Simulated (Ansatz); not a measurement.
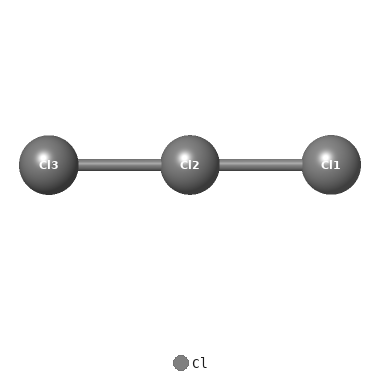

The system is Cl⁻ + Cl₂; the picture shows the reference structure. Coordinates scanned: (1) distance Cl1–Cl2; (2) distance Cl2–Cl3. Nothing is relaxed (the angle Cl1–Cl2–Cl3 is fixed at 180 degrees). Grid: 17 × 17 points; 153 points were computed and 136 follow by symmetry. Points are written as (first, second). Energies are in eV, from Cl with charge -1 far from the relaxed ClCl (each part in its own basis). The reference is spin-restricted, so regions where a bond is pulled apart into radicals lie too high. Method: RKS PBE0-D4/def2-TZVPD in Ansatz.

Its coordinates:

```yaml
atoms:
  - { symbol: Cl, position_ang: [-2.3030, 0.0000, 0.0000] }
  - { symbol: Cl, position_ang: [0.0000, 0.0000, 0.0000] }
  - { symbol: Cl, position_ang: [2.3030, 0.0000, 0.0000] }
```

Range: distance Cl1–Cl2 from 1.632 to 4.032 Å; distance Cl2–Cl3 from 1.632 to 4.032 Å.

**What landscape does the calculation give?**

The lowest grid point is at (2.303 Å, 2.303 Å), −1.28 eV from Cl with charge -1 far from the relaxed ClCl (each part in its own basis). It is the only kind of minimum in the scanned range. The highest grid point, (1.632 Å, 1.632 Å), lies 11.31 eV above the lowest. Round the minimum the valley is somewhat tilted: raising distance Cl1–Cl2 shifts the best value of distance Cl2–Cl3 downwards (coupling k₁₂/√(k₁₁k₂₂) about 0.5).

| distance Cl2–Cl3 ↓, distance Cl1–Cl2 → | 1.632 | 1.793 | 2.028 | 2.303 | 2.607 | 2.935 | 3.283 | 3.650 | 4.032 |
| --- | --- | --- | --- | --- | --- | --- | --- | --- | --- |
| 4.032 | 2.22 | 0.30 | −0.32 | 0.02 | 0.65 | 1.26 | 1.74 | 2.07 | 2.28 |
| 3.650 | 2.16 | 0.22 | −0.46 | −0.15 | 0.46 | 1.07 | 1.54 | 1.87 | 2.07 |
| 3.283 | 2.10 | 0.11 | −0.64 | −0.40 | 0.17 | 0.76 | 1.22 | 1.54 | 1.74 |
| 2.935 | 2.07 | 0.02 | −0.85 | −0.73 | −0.22 | 0.32 | 0.76 | 1.07 | 1.26 |
| 2.607 | 2.20 | 0.03 | −1.03 | −1.08 | −0.69 | −0.22 | 0.17 | 0.46 | 0.65 |
| 2.303 | 2.75 | 0.38 | −0.98 | −1.28 | −1.08 | −0.73 | −0.40 | −0.15 | 0.02 |
| 2.028 | 4.13 | 1.47 | −0.31 | −0.98 | −1.03 | −0.85 | −0.64 | −0.46 | −0.32 |
| 1.793 | 6.74 | 3.72 | 1.47 | 0.38 | 0.03 | 0.02 | 0.11 | 0.22 | 0.30 |
| 1.632 | 10.03 | 6.74 | 4.13 | 2.75 | 2.20 | 2.07 | 2.10 | 2.16 | 2.22 |

The table holds every second grid line.

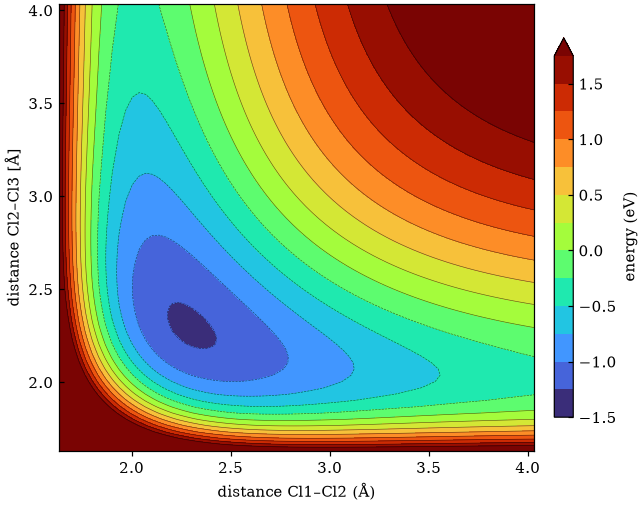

The picture shows filled contours, one colour for all values above the top of the scale. Between grid points the surface is interpolated.

Each point was launched as `ansatz run input.yaml --threads 1 --pin off --max-ram 2560MiB --backend cpu --events-out ev --progress --plain --runs-dir out`. Time for the 153 points that were run: 15 min on 1 thread of Arm Neoverse V2, with other jobs on the host.
